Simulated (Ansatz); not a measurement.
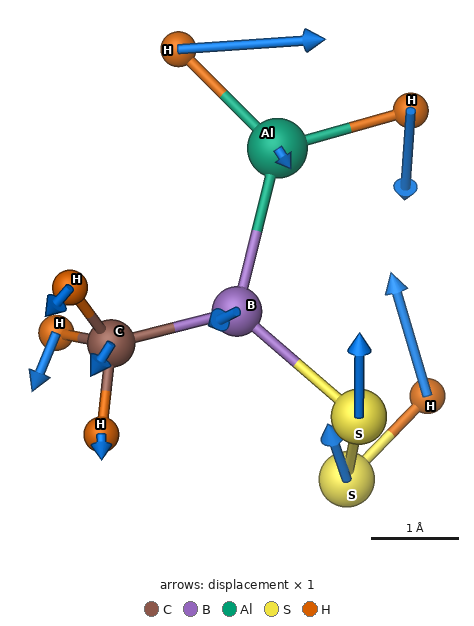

This is a relaxation of CH6AlBS2 (coarse preliminary run). The starting structure is drawn; blue arrows show the displacements, at their true length. The two geometries are superimposed by the best rigid fit.

The picture is a ball-and-stick view, seen at a tilt.

The start comes from a force field.

These are results of RKS PBE-D4/def2-SVP in Ansatz 0.2.0, not measurements.

The input:
```yaml
crystal:
  periodic: [false, false, false]
  atoms:
    - {symbol: C, position_ang: [-1.580100, 0.243100, 0.423700]}
    - {symbol: B, position_ang: [-0.204400, -0.370500, 0.183500]}
    - {symbol: Al, position_ang: [1.434300, 0.445100, 1.083300]}
    - {symbol: S, position_ang: [0.059000, -1.880200, -0.911200]}
    - {symbol: S, position_ang: [0.287800, -0.715500, -2.669300]}
    - {symbol: H, position_ang: [-1.614700, 1.353700, 0.052000]}
    - {symbol: H, position_ang: [-1.849400, 0.273000, 1.497200]}
    - {symbol: H, position_ang: [-2.361700, -0.261500, -0.155500]}
    - {symbol: H, position_ang: [1.321400, 1.750600, 2.068300]}
    - {symbol: H, position_ang: [2.904000, -0.214500, 0.883600]}
    - {symbol: H, position_ang: [1.669200, -0.680200, -2.434900]}
basis:
  gaussian: {orbitals: def2-SVP}
hamiltonian: {xc: pbe, dispersion: d4}
relax: {f_tol: 0.03, max_steps: 200}
```

Launched with:
```bash
ansatz run in.yaml --threads 4 --pin off --events-out ev --progress --plain --max-ram 10444MiB
```

Question: Atoms of which element are displaced furthest, and by how much?

Answer: Hydrogen: up to 1.82 Å, against 1.10 Å for sulfur.

Question: What happened in the run?

Answer: The energy falls by 1.228 eV in 29 accepted moves (30 points after the start). The largest force component goes from 1.5 to 0.029 eV/Å. The line search rejected the trial step at point 21 of the run. The atom that moves furthest after the best rigid fit is H9 (1.82 Å). By element the largest moves are H 1.82 Å, S 1.10 Å, B 0.58 Å, C 0.48 Å, Al 0.30 Å. Some distances before and after: H10–H11 3.571 → 0.839 Å, Al3–H11 3.701 → 2.144 Å, Al3–S5 4.092 → 3.014 Å, B2–S5 2.915 → 1.909 Å. New bonds form, among them: B2–S5 (2.92 → 1.91 Å), H10–H11 (3.57 → 0.84 Å). Bonds break, among them: S5–H11 (1.40 → 2.09 Å). Among the angles between lasting bonds that change: Al3–B2–S4 117.7° → 71.0°, B2–S4–S5 93.3° → 53.6°, B2–Al3–H9 121.9° → 158.5°. Cost: 39 s on 4 threads of Arm Neoverse V2 (shared host).
